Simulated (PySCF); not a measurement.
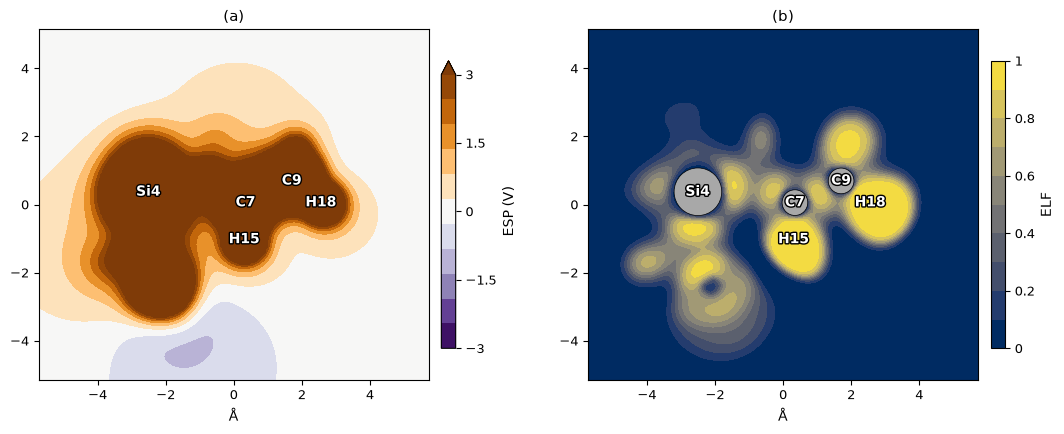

Figure 1: C$_{6}$H$_{10}$ClNSi. (a) molecular electrostatic potential; (b) electron localisation function on the plane of atoms C7, C9 and H18. Grey discs cover the atomic cores in the ELF map.

Geometry: GFN2-xTB.

Computed with PBE0/pcSseg-1, SCF density, gas phase, non-relativistic (PySCF 2.14.0).

```yaml
atoms:
  - { symbol: N, position_ang: [3.0308, -0.8140, -1.4422] }
  - { symbol: C, position_ang: [2.4278, -1.1830, -0.5425] }
  - { symbol: C, position_ang: [1.6585, -1.6132, 0.5818] }
  - { symbol: Si, position_ang: [0.9446, -0.1138, 1.5541] }
  - { symbol: Cl, position_ang: [-0.4434, -0.8771, 2.8149] }
  - { symbol: C, position_ang: [0.1605, 1.1276, 0.3386] }
  - { symbol: C, position_ang: [-0.6421, 0.4652, -0.7625] }
  - { symbol: C, position_ang: [-2.0299, -0.0265, -0.4857] }
  - { symbol: C, position_ang: [-1.8200, 1.1747, -1.3584] }
  - { symbol: H, position_ang: [2.2954, -2.2192, 1.2286] }
  - { symbol: H, position_ang: [0.8454, -2.2478, 0.2224] }
  - { symbol: H, position_ang: [2.0098, 0.5034, 2.3457] }
  - { symbol: H, position_ang: [0.9494, 1.7275, -0.1196] }
  - { symbol: H, position_ang: [-0.4846, 1.8202, 0.8824] }
  - { symbol: H, position_ang: [-0.0358, -0.1217, -1.4423] }
  - { symbol: H, position_ang: [-2.3587, -0.9462, -0.9454] }
  - { symbol: H, position_ang: [-2.4348, 0.1313, 0.5025] }
  - { symbol: H, position_ang: [-1.9972, 1.0788, -2.4186] }
  - { symbol: H, position_ang: [-2.0854, 2.1430, -0.9613] }
```

> Read the bonding off the picture.

The section cuts through Si, C and H sites.
C–H (1.08 Å): the ELF climbs to about 1 towards the hydrogen, as it does in any bond to H; an ordinary covalent bond to hydrogen.
C–C (1.50 Å): the ELF peaks at about 0.90 between the atoms, as expected for a covalent bond.
Outside the dense part of the molecule the potential is most negative (−0.9 V) near N1, which lies off the plane.
